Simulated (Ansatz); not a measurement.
**A hypothetical structure for Sc2TiSiPb**

Starting from a made-up structure for Sc2TiSiPb, the aim is the relaxed cell, its shortest contacts and, where a second run follows, its electronic structure.

Method: DFT, r2SCAN, plane-wave PAW, default files, scalar-relativistic, no spin, cell and ions relaxed at zero pressure, in Ansatz 0.2.0.

## (1) Starting point

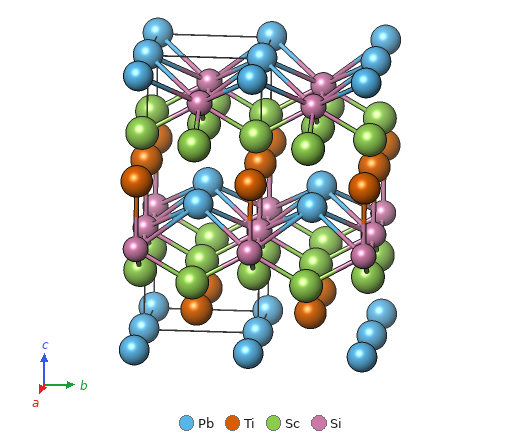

The cell as given, slightly off an axis (lead blue, titanium orange, scandium green, silicon pink). 2×2×1 cells are drawn. This picture shows the conventional cell, with its axes. Bonds to atoms that aren't drawn are left out. Some periodic images of atoms are drawn too.

## (2) Relaxation of the guess

The guessed cell has no reason to be at equilibrium. It is relaxed with the atoms, within the space group of the guess.

input.yaml

```yaml
crystal:
  lattice:
    - [-2.234, 2.234, 5.4555]
    - [2.234, -2.234, 5.4555]
    - [2.234, 2.234, -5.4555]
  atoms:
    - { symbol: Pb, position: [0.0036, 0.0036, 0.0] }
    - { symbol: Ti, position: [0.6191, 0.6191, 0.0] }
    - { symbol: Sc, position: [0.2566, 0.7566, 0.5] }
    - { symbol: Sc, position: [0.7566, 0.2566, 0.5] }
    - { symbol: Si, position: [0.3717, 0.3717, 0.0] }
kpoints:
  mp_grid: { grid: [8, 8, 8] }
scf:
  occupations: { method: fermi_dirac, width: 0.05 }
hamiltonian:
  xc: r2scan
  pseudopotentials: { kind: paw }
relax:
  f_tol: 0.015
  max_steps: 70
  cell: {}
output:
  forces: true
  stress: true
```

Launch:

```sh
> ansatz run input.yaml --threads 4 --pin off --max-ram 8192MiB --backend cpu --events-out ev --progress --plain --runs-dir out
```

Numbers of over 12 decimals in the logs are rounded to 6 here.

Output:

```text
Engine: ansatz 0.2.0, aarch64-unknown-linux-gnu
Pseudopotentials: kind: paw
Pseudopotential: Pb, paw, valence charge 14, recommended cutoff 500 eV (meta_gga), Pb.paw.azcp
Pseudopotential: Ti, paw, valence charge 12, recommended cutoff 500 eV (meta_gga), Ti.paw.azcp
Pseudopotential: Sc, paw, valence charge 11, recommended cutoff 500 eV (meta_gga), Sc.paw.azcp
Pseudopotential: Si, paw, valence charge 4, recommended cutoff 500 eV (meta_gga), Si.paw.azcp
Functional definition: r2SCAN
  parameter k0 = 0.174
  parameter k1 = 0.065
  parameter a1 = 4.9479
  exchange = r2scan_x(k0 = k0, k1 = k1, a1 = a1)
  correlation = r2scan_c
Crystal: 5 atoms, lattice volume = 108.908 Å³
Basis set: ecut = 500 eV, 2751 PW (Γ), exchange–correlation on 192×192×192 points (64 copies of the dense FFT grid, shifted against one another)
Bands: 32, of which v1, the nominal top of the filled ones, is band 26 counted from 1 (25 counted from 0)
Symmetry: 8 space group operations
Space group: I4mm (ITA 107), of the structure as read, at distance tolerance 4.8e-5 Å
k-points: 59 of 512 (time reversal used)
Non-local potential: Pb, projectors of the file, l = 0: 2, l = 1: 2, l = 2: 2, l = 3: 2
Non-local potential: Ti, projectors of the file, l = 0: 3, l = 1: 2, l = 2: 3, l = 3: 1
Non-local potential: Sc, projectors of the file, l = 0: 3, l = 1: 2, l = 2: 3, l = 3: 1
Non-local potential: Si, projectors of the file, l = 0: 2, l = 1: 2, l = 2: 2
PAW form: soft (Blöchl's): semilocal exchange-correlation on the pseudo side does not see the compensation charge
PAW frozen core: Pb, regenerated for the run's functional (the file was generated under x = pbe(κ = 0.804, μ = 0.219515), c = pbe(β = 0.066725))
PAW frozen core: Ti, regenerated for the run's functional (the file was generated under x = pbe(κ = 0.804, μ = 0.219515), c = pbe(β = 0.066725))
PAW frozen core: Sc, regenerated for the run's functional (the file was generated under x = pbe(κ = 0.804, μ = 0.219515), c = pbe(β = 0.066725))
PAW frozen core: Si, regenerated for the run's functional (the file was generated under x = pbe(κ = 0.804, μ = 0.219515), c = pbe(β = 0.066725))
PAW one-centre angular grid: Pb, 590 points (default); XC on 160 Gauss nodes
PAW one-centre angular grid: Ti, 590 points (default); XC on 160 Gauss nodes
PAW one-centre angular grid: Sc, 590 points (default); XC on 160 Gauss nodes
PAW one-centre angular grid: Si, 302 points (default); XC on 160 Gauss nodes
Initial density: superposition of atomic densities (neutral atoms: chi_scale 0, normalization atom), corrected by the library's trained network
Initial wavefunctions: pseudopotential atomic-orbital guess
Functional: x = r2scan, c = r2scan; τ floored in thin density (d = 2e-4 eV/Å³)
SCF iter   1: F=—  HF=-19343.257657 eV  |F-HF|=—  |Δ(HF+E_count)|=         —  Δρ=1.35e-2  dr2=2.68e-1  dr2_τ=3.29e-2  ethr=1.77e-3  ⟨swp⟩=6.5  Hψ=8849  notcnv=0
preconditioner: auto → Kerker (q_TF=auto, 2.412 Å⁻¹)  [metal: Δε(μ)=0.026 eV  Ē_g=9.452 eV  σ=0.050 eV  W_gap=0.13  n_scr=32 (ndim 8)  ℏωp=18.8 eV  f_vac=0.000  D(μ)=6.06/eV (n_scr^D=52)]
SCF iter   2: F=—  HF=-19343.374447 eV  |F-HF|=—  |Δ(HF+E_count)|=   1.17e-1  Δρ=6.69e-3  dr2=8.55e-2  dr2_τ=3.30e-3  ethr=5.16e-4  ⟨swp⟩=3.8  Hψ=4332  notcnv=0
SCF iter   3: F=—  HF=-19343.378914 eV  |F-HF|=—  |Δ(HF+E_count)|=   4.47e-3  Δρ=6.84e-3  dr2=7.64e-2  dr2_τ=4.00e-3  ethr=1.64e-4  ⟨swp⟩=2.2  Hψ=2555  notcnv=0
SCF iter   4: F=—  HF=-19343.376183 eV  |F-HF|=—  |Δ(HF+E_count)|=   2.73e-3  Δρ=2.08e-3  dr2=5.25e-3  dr2_τ=2.04e-4  ethr=1.47e-4  ⟨swp⟩=2.1  Hψ=2447  notcnv=0
SCF iter   5: F=—  HF=-19343.378078 eV  |F-HF|=—  |Δ(HF+E_count)|=   1.90e-3  Δρ=5.82e-4  dr2=3.92e-4  dr2_τ=1.01e-5  ethr=1.01e-5  ⟨swp⟩=2.0  Hψ=2551  notcnv=0
SCF iter   6: F=—  HF=-19343.378301 eV  |F-HF|=—  |Δ(HF+E_count)|=   2.23e-4  Δρ=1.95e-4  dr2=5.88e-5  dr2_τ=1.27e-6  ethr=7.54e-7  ⟨swp⟩=2.0  Hψ=2439  notcnv=0
SCF iter   7: F=—  HF=-19343.378238 eV  |F-HF|=—  |Δ(HF+E_count)|=   6.27e-5  Δρ=4.42e-5  dr2=2.54e-6  dr2_τ=5.64e-8  ethr=1.13e-7  ⟨swp⟩=2.0  Hψ=2424  notcnv=0
SCF iter   8: F=—  HF=-19343.378240 eV  |F-HF|=—  |Δ(HF+E_count)|=   1.92e-6  Δρ=1.68e-5  dr2=3.80e-7  dr2_τ=1.43e-8  ethr=4.88e-9  ⟨swp⟩=2.2  Hψ=2914  notcnv=0
SCF iter   9: F=-19343.378240 eV  HF=-19343.378240 eV  |F-HF|=1.61e-8  |Δ(HF+E_count)|=   2.50e-7  Δρ=6.85e-6  dr2=6.35e-8  dr2_τ=1.24e-9  ethr=1.92e-10  ⟨swp⟩=5.0  Hψ=6893  notcnv=0
SCF 1 converged in 9 iterations: F = -19343.378240 eV  dr2 = 6.35e-8
  greatest PAW one-centre occupation: 1.001 electrons in one spin orbital (limit 2), on the Ti atom at site 1 (counted from 0), in its partial waves of l = 1
relax step   1: F+E_penalty+E_count = -19343.37824041 eV  Δ(F+E_penalty+E_count) = +0.000e0 eV  max|allowed force component| = 3.639e0 eV/Å  Δτ_max = 0.0000 Å  P = +6.550 GPa  Ω = 108.908 Å³  (9 SCF iters, dr2 threshold 1.00e-7 eV, accepted)
Crystal: 5 atoms, lattice volume = 112.306 Å³
Basis set: ecut = 500 eV, 2871 PW (Γ), exchange–correlation on 192×192×192 points (64 copies of the dense FFT grid, shifted against one another)
Initial density: handed on by an earlier stage of this run
Initial wavefunctions: those handed on with the density
SCF iter   1: F=—  HF=-19344.063037 eV  |F-HF|=—  |Δ(HF+E_count)|=         —  Δρ=2.19e-2  dr2=1.94e0  dr2_τ=2.38e0  ethr=3.10e-3  ⟨swp⟩=9.3  Hψ=9346  notcnv=0
preconditioner: auto → Kerker (q_TF=auto, 2.400 Å⁻¹)  [metal: Δε(μ)=0.012 eV  Ē_g=9.488 eV  σ=0.050 eV  W_gap=0.06  n_scr=32 (ndim 8)  ℏωp=18.5 eV  f_vac=0.000  D(μ)=6.20/eV (n_scr^D=68)]
SCF iter   2: F=—  HF=-19344.361873 eV  |F-HF|=—  |Δ(HF+E_count)|=   2.99e-1  Δρ=1.63e-2  dr2=5.16e-1  dr2_τ=2.77e-2  ethr=3.10e-3  ⟨swp⟩=2.9  Hψ=3230  notcnv=0
SCF iter   3: F=—  HF=-19344.354976 eV  |F-HF|=—  |Δ(HF+E_count)|=   6.90e-3  Δρ=1.42e-2  dr2=5.62e-1  dr2_τ=2.11e-2  ethr=9.93e-4  ⟨swp⟩=3.1  Hψ=2841  notcnv=0
SCF iter   4: F=—  HF=-19344.316057 eV  |F-HF|=—  |Δ(HF+E_count)|=   3.89e-2  Δρ=3.52e-3  dr2=1.98e-2  dr2_τ=6.64e-4  ethr=9.93e-4  ⟨swp⟩=2.3  Hψ=2525  notcnv=0
SCF iter   5: F=—  HF=-19344.315160 eV  |F-HF|=—  |Δ(HF+E_count)|=   8.97e-4  Δρ=1.55e-3  dr2=5.35e-3  dr2_τ=1.39e-4  ethr=3.81e-5  ⟨swp⟩=2.1  Hψ=2839  notcnv=0
SCF iter   6: F=—  HF=-19344.315295 eV  |F-HF|=—  |Δ(HF+E_count)|=   1.35e-4  Δρ=6.07e-4  dr2=6.47e-4  dr2_τ=9.90e-6  ethr=1.03e-5  ⟨swp⟩=1.5  Hψ=1944  notcnv=0
SCF iter   7: F=—  HF=-19344.315443 eV  |F-HF|=—  |Δ(HF+E_count)|=   1.48e-4  Δρ=1.40e-4  dr2=2.65e-5  dr2_τ=7.41e-7  ethr=1.24e-6  ⟨swp⟩=2.0  Hψ=2428  notcnv=0
[...]
[... from here on, the SCF cycles and remarks between the steps are left out ...]
relax step   4: F+E_penalty+E_count = -19344.92277126 eV  Δ(F+E_penalty+E_count) = -2.632e-1 eV  max|allowed force component| = 5.795e-1 eV/Å  Δτ_max = 0.1923 Å  P = -1.131 GPa  Ω = 123.664 Å³  energy of the carried Pulay correction = -4.580e-3 eV  (10 SCF iters, dr2 threshold 5.00e-7 eV, accepted)
relax step   5: F+E_penalty+E_count = -19345.06247526 eV  Δ(F+E_penalty+E_count) = -1.397e-1 eV  max|allowed force component| = 3.934e-1 eV/Å  Δτ_max = 0.1932 Å  P = -0.282 GPa  Ω = 122.864 Å³  energy of the carried Pulay correction = -4.347e-3 eV  (10 SCF iters, dr2 threshold 5.00e-7 eV, accepted)
relax step   6: F+E_penalty+E_count = -19345.12745846 eV  Δ(F+E_penalty+E_count) = -6.498e-2 eV  max|allowed force component| = 2.433e-1 eV/Å  Δτ_max = 0.1936 Å  P = +1.000 GPa  Ω = 122.108 Å³  energy of the carried Pulay correction = -4.125e-3 eV  (10 SCF iters, dr2 threshold 5.00e-7 eV, accepted)
relax step   7: F+E_penalty+E_count = -19345.15221237 eV  Δ(F+E_penalty+E_count) = -2.475e-2 eV  max|allowed force component| = 1.030e-1 eV/Å  Δτ_max = 0.0263 Å  P = -0.468 GPa  Ω = 124.495 Å³  energy of the carried Pulay correction = -4.821e-3 eV  (8 SCF iters, dr2 threshold 5.00e-7 eV, accepted)
relax step   8: F+E_penalty+E_count = -19345.17870082 eV  Δ(F+E_penalty+E_count) = -2.649e-2 eV  max|allowed force component| = 1.356e-1 eV/Å  Δτ_max = 0.0481 Å  P = -0.761 GPa  Ω = 124.132 Å³  energy of the carried Pulay correction = -4.716e-3 eV  (9 SCF iters, dr2 threshold 5.00e-7 eV, accepted)
relax step   9: F+E_penalty+E_count = -19345.18728361 eV  Δ(F+E_penalty+E_count) = -8.583e-3 eV  max|allowed force component| = 2.033e-1 eV/Å  Δτ_max = 0.0498 Å  P = -0.362 GPa  Ω = 122.167 Å³  energy of the carried Pulay correction = -4.142e-3 eV  (9 SCF iters, dr2 threshold 5.00e-7 eV, accepted)
relax step  10: F+E_penalty+E_count = -19345.19525474 eV  Δ(F+E_penalty+E_count) = -7.971e-3 eV  max|allowed force component| = 9.564e-2 eV/Å  Δτ_max = 0.0341 Å  P = +0.197 GPa  Ω = 121.843 Å³  energy of the carried Pulay correction = -4.046e-3 eV  (8 SCF iters, dr2 threshold 5.00e-7 eV, accepted)
relax step  11: F+E_penalty+E_count = -19345.19568782 eV  Δ(F+E_penalty+E_count) = -4.331e-4 eV  max|allowed force component| = 1.345e-2 eV/Å  Δτ_max = 0.0053 Å  P = -0.042 GPa  Ω = 122.245 Å³  energy of the carried Pulay correction = -4.165e-3 eV  (6 SCF iters, dr2 threshold 5.00e-7 eV, accepted)
relax step  12: F+E_penalty+E_count = -19345.19578623 eV  Δ(F+E_penalty+E_count) = -9.841e-5 eV  max|allowed force component| = 6.149e-3 eV/Å  Δτ_max = 0.0031 Å  P = +0.011 GPa  Ω = 122.118 Å³  energy of the carried Pulay correction = -4.127e-3 eV  (7 SCF iters, dr2 threshold 6.57e-9 eV, accepted)
relax step  13: F+E_penalty+E_count = -19345.20170863 eV  Δ(F+E_penalty+E_count) = -5.922e-3 eV  max|allowed force component| = 4.891e-3 eV/Å  Δτ_max = 0.0000 Å  P = +0.025 GPa  Ω = 122.118 Å³  stress off target by 5.30e-2 GPa  SCF on the basis re-selected at this cell (its energy is not comparable with the rows above)  (8 SCF iters)
relax step  14: F+E_penalty+E_count = -19345.20169925 eV  Δ(F+E_penalty+E_count) = +9.378e-6 eV  max|allowed force component| = 2.541e-3 eV/Å  Δτ_max = 0.0007 Å  P = -0.013 GPa  Ω = 122.192 Å³  energy of the carried Pulay correction = -2.025e-5 eV  (8 SCF iters, dr2 threshold 7.01e-9 eV, accepted)
iter 1 solved again at ethr=2.25e-7 eV; its pass at ethr=3.10e-3 eV (dr2=1.17e-4 eV) is discarded
SCF iter   1: F=—  HF=-19345.201676 eV  |F-HF|=—  |Δ(HF+E_count)|=         —  Δρ=2.43e-6  dr2=1.24e-9  dr2_τ=7.81e-9  ethr=2.25e-7  ⟨swp⟩=3.3  Hψ=13531  notcnv=0
eigensolver tolerance schedule: the retry pair's looser diagonalisation over-reported the residual by 94444.48 of it (diagonalisation noise at an unbounded share of the residual, at the tolerance the schedule requests for it); recorded, not acted on — ethr = c·dr2/N_el stays at c = 1.0e-1
preconditioner: auto → Kerker (q_TF=auto, 2.366 Å⁻¹)  [metal: Δε(μ)=0.010 eV  Ē_g=9.032 eV  σ=0.050 eV  W_gap=0.05  n_scr=32 (ndim 8)  ℏωp=17.8 eV  f_vac=0.000  D(μ)=4.01/eV (n_scr^D=32)]
SCF iter   2: F=—  HF=-19345.201724 eV  |F-HF|=—  |Δ(HF+E_count)|=   4.81e-5  Δρ=1.26e-6  dr2=4.50e-10  dr2_τ=3.93e-10  ethr=2.38e-12  ⟨swp⟩=4.1  Hψ=5221  notcnv=0
SCF iter   3: F=—  HF=-19345.201724 eV  |F-HF|=—  |Δ(HF+E_count)|=  6.84e-10  Δρ=6.12e-7  dr2=5.06e-10  dr2_τ=6.31e-11  ethr=1.00e-12  ⟨swp⟩=2.3  Hψ=2633  notcnv=0
SCF iter   4: F=—  HF=-19345.201724 eV  |F-HF|=—  |Δ(HF+E_count)|=  9.82e-11  Δρ=4.01e-7  dr2=3.45e-10  dr2_τ=1.95e-11  ethr=1.00e-12  ⟨swp⟩=2.0  Hψ=2218  notcnv=0
SCF iter   5: F=-19345.201724 eV  HF=-19345.201724 eV  |F-HF|=1.09e-11  |Δ(HF+E_count)|=  3.64e-12  Δρ=1.44e-7  dr2=3.83e-11  dr2_τ=1.17e-12  ethr=1.00e-12  ⟨swp⟩=3.1  Hψ=6095  notcnv=0
SCF 15 converged in 5 iterations: F = -19345.201724 eV  dr2 = 3.83e-11
relax step  15: F+E_penalty+E_count = -19345.20172449 eV  Δ(F+E_penalty+E_count) = -2.524e-5 eV  max|allowed force component| = 2.529e-3 eV/Å  Δτ_max = 0.0000 Å  P = -0.013 GPa  Ω = 122.192 Å³  stress off target by 1.48e-2 GPa  SCF on the basis re-selected at this cell (its energy is not comparable with the rows above)  (5 SCF iters)
basis re-selected at this cell: Δ(F+E_penalty+E_count) = -2.524e-5 eV, ΔP = +0.000 GPa vs the last step (what re-selecting the basis moved, of the pressure what is left beyond the Pulay correction that the steps carried, after the strain that the cell walked since its last selection, with what the two solves' SCF thresholds leave and, on support functions, any second-order correction that the steps lacked; it is no m [...]
SCF converged after 5 iterations
Free energy (F): -19345.201724 eV
Harris-Foulkes:  -19345.201724 eV  (|F-HF|=1.09e-11)
Internal energy: -19345.166699 eV  (E = F + TS)
E sigma→0 (E₀):  -19345.184212 eV
Entropy (-TS):   -0.035026 eV (-7.005 meV/atom)
Fermi energy:    9.082570 eV
--- Per-component energies (eV) ---
  E_band       = -643.175932
  E_kinetic    = 1122.744399
  E_local      = -4259.840780  (includes V_loc(G=0)·N_el)
  E_nonlocal   = 549.065167
  E_hartree    = 1644.346593
  E_xc         = -550.688365
  E_vxc        = -607.972585  (∫ρ·V_xc dr)
  E_paw        = -13942.382423  (= ΣΔE_a)
  E_vpaw       = -776.253964  (= ΣTr[D̂ρ^β])
  E_aug_tail   = 0.000126  (compensation charges beyond the density's cutoff)
  E_vtau       = 40.388575  (kinetic-family band-sum trace: ∫τ·v_τ [+ j·A + Jᵃ·Aᵃ] dr)
  E_ewald      = -3908.570045
  E_core_change = 0.158629  (= ΣΔE_core)
  E_smearing   = -0.035026  (= −TS)
  E_closure    = -0.000000  (closes the sum)
  Σ components = -19345.201724   (vs F -19345.201724, Δ=0.00e0)
--- Forces (eV/Å), atoms counted from 1 ---
  atom   1  Pb    -0.00000000     0.00000000    -0.00000990
  atom   2  Ti     0.00000000    -0.00000000     0.00252283
  atom   3  Sc     0.00000000    -0.00000000    -0.00232122
  atom   4  Sc     0.00000000     0.00000000    -0.00232122
  atom   5  Si     0.00000000    -0.00000000     0.00209883
  max |Σ_I F_I| component: 3.07e-5 eV/Å
--- Stress (GPa, compression-positive) ---
       -0.012368      -0.000000      -0.000000
       -0.000000      -0.012368       0.000000
       -0.000000       0.000000      -0.014781
  P = ⅓ Tr σ = -0.0132 GPa (-0.132 kbar)
--- Relaxed structure (13 steps of the walk, 13 accepted, 2 SCFs on fresh bases) ---
  F+E_penalty+E_count = -19345.20172449 eV   max|allowed force component| = 2.529e-3 eV/Å   (the final SCF, on the basis selected at the relaxed cell)
  cell:  # Å, volume = 122.1924 Å³
    - [-2.192590, 2.192590, 6.354324]
    - [2.192590, -2.192590, 6.354324]
    - [2.192590, 2.192590, -6.354324]
  atoms:
    - { symbol: Pb, position: [0.064630, 0.064630, 0] }
    - { symbol: Ti, position: [0.566656, 0.566656, 0] }
    - { symbol: Sc, position: [0.251886, 0.751886, 0.5] }
    - { symbol: Sc, position: [0.751886, 0.251886, 0.5] }
    - { symbol: Si, position: [0.372543, 0.372543, 0] }
```

The job ended after 2.5 min (4 threads of Arm Neoverse V2, shared host; peak memory 1.2 GiB).

Relaxation path:

```csv
step,energy less that of the first step (eV),largest force component (eV/Å),pressure (GPa),volume (Å³)
1,0.0000,3.6390,6.55,108.91
2,-0.9371,1.9343,3.55,112.31
3,-1.2813,1.5020,1.92,116.29
4,-1.5445,0.5795,-1.13,123.66
5,-1.6842,0.3934,-0.28,122.86
6,-1.7492,0.2433,1.00,122.11
7,-1.7740,0.1030,-0.47,124.50
8,-1.8005,0.1356,-0.76,124.13
9,-1.8090,0.2033,-0.36,122.17
10,-1.8170,0.0956,0.20,121.84
11,-1.8174,0.0135,-0.04,122.24
12,-1.8175,0.0061,0.01,122.12
13*,-1.8235,0.0049,0.02,122.12
14,-1.8235,0.0025,-0.01,122.19
15*,-1.8235,0.0025,-0.01,122.19
```

Relaxation steps marked * repeat the geometry before them on a plane-wave basis chosen anew for their cell, so energy and pressure can jump there.

Forces are held to the 8 operations that the run works with; a distortion that breaks them can't arise in this run.

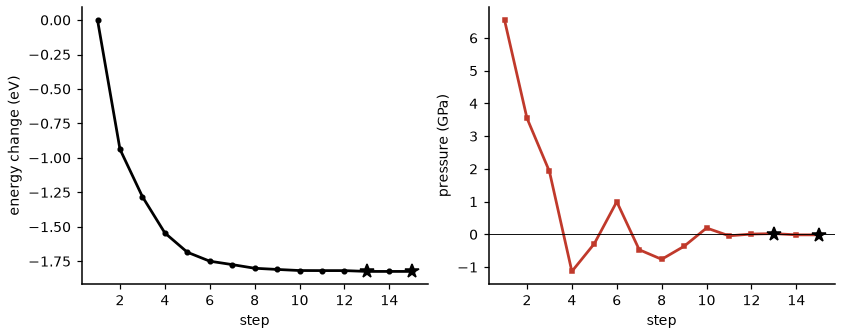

Energy and pressure along the relaxation. Stars mark steps on a basis chosen anew.

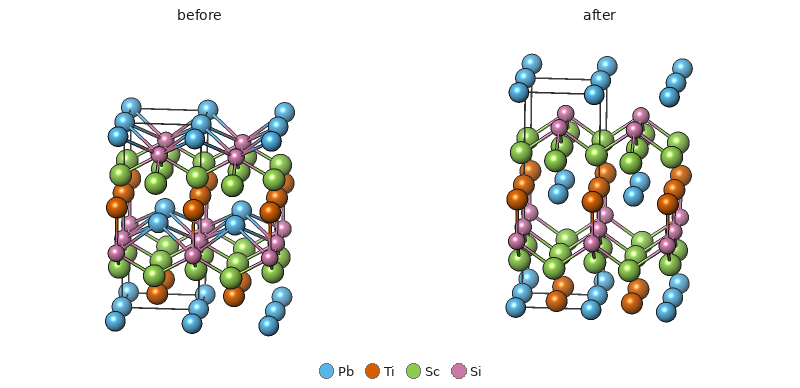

Before and after, at one scale. Bonds to atoms that aren't drawn are left out.

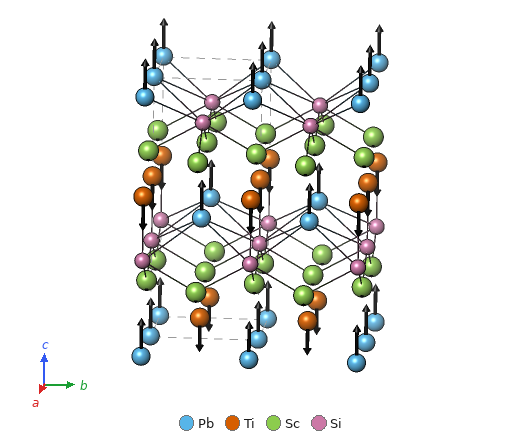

Displacements in the relaxation, exaggerated, measured against the changing cell; the longest in the cell stands for 0.78 Å. Bonds to atoms that aren't drawn are left out. 2×2×1 conventional cells are drawn. Some periodic images of atoms are drawn too.

```csv
cell as run,before,after,change
a (Å),6.304,7.071,+12.2 %
b (Å),6.304,7.071,+12.2 %
c (Å),6.304,7.071,+12.2 %
α (°),138.49,143.87,+3.9 %
β (°),138.49,143.87,+3.9 %
γ (°),60.15,52.02,-13.5 %
volume (Å³/atom),21.78,24.44,+12.2 %
```

The atoms that moved most (Å, as changes of fractional coordinates times the final cell):

```csv
atom,dx,dy,dz,length
Pb1,0.000,0.000,0.776,0.776
Ti2,0.000,0.000,-0.666,0.666
Sc3,0.000,0.000,-0.060,0.060
Sc4,0.000,0.000,-0.060,0.060
Si5,0.000,0.000,0.011,0.011
```

Final coordinates:

```xyz
5
Lattice="-2.1926 2.1926 6.3543 2.1926 -2.1926 6.3543 2.1926 2.1926 -6.3543" Properties=species:S:1:pos:R:3 pbc="T T T"
Pb    0.0000    0.0000    0.8214
Ti    0.0000    0.0000    7.2014
Sc    2.1926    0.0000    3.2011
Sc    0.0000    2.1926    3.2011
Si    0.0000    0.0000    4.7345
```

This step gave:

* free energy: -19345.2017 eV
* energy at zero smearing: -19345.1842 eV
* smearing term TS: 0.03503 eV
* Fermi energy: 9.083 eV
* electrons: 52
* symmetry operations: 8
* pressure: -0.01317 GPa

The shortest distance of each pair, which need not be the same contact before and after:

```csv
pair,guess (Å),relaxed (Å)
Si–Ti,2.699,2.467
Sc–Si,2.563,2.676
Sc–Sc,3.159,3.101
Pb–Ti,3.401,3.101
Sc–Ti,2.691,3.217
```

The relaxation ends with a largest force component of 0.0025 eV/Å and a pressure of -0.01 GPa.

## (3) Summary of results

| Property | Result |
| --- | --- |
| space group, relaxed | I4mm |
| conventional cell | a = 4.385, b = 4.385, c = 12.709 Å; α = 90.0°, β = 90.0°, γ = 90.0° |
| volume per atom | 24.44 Å³ (guess 21.78) |

Sc2TiSiPb relaxes to I4mm with a = 4.385, b = 4.385 and c = 12.709 Å. The guessed volume was 11 % too small. The space group I4mm was held in the relaxation, so the end point is a stationary structure within it and may be a saddle against distortions or other arrangements. Mesh and cutoff weren't tested. A vector of the cell changed its length by 12 %, more than the volume shows. Spin-orbit coupling is left out, which can matter for elements this heavy. No dispersion term is used, so weakly bound directions may come out too long. The runs have no spin, and magnetism wasn't tested. Nothing here tests whether the compound is stable against decomposition.

[Logs are printed without paths, hosts, clocks, repeated set-up lines and the standing remarks that a program may print on its own settings, such as how far it seeks lower states.]

[Hosts, paths, dates, database ids (printed as entryN), source tags and the programs' standing remarks are cut or masked in the printed files.]
